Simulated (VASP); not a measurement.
Band structure of PtAl2 (fluorite). Level of theory: PBE GGA, VASP's PBE PAW potentials (set 64) (plane waves; VASP 6.6.1).

Unless said otherwise, spin-orbit coupling is left out, though it shifts the bands of the heavy elements here.

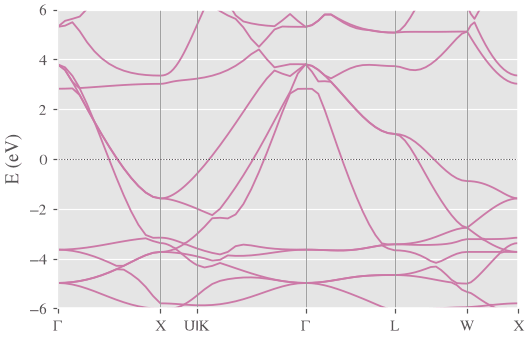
*Bands along high-symmetry lines, zero at the valence-band maximum or, without a gap, the Fermi level*

### Question
Read the plot: is there a gap, and where are the band edges?

### Answer
It has no gap at this level: it comes out as a metal or semimetal. (Edges off the drawn lines would not show.)

The compound is PtAl2 in the fluorite structure. It was relaxed first.
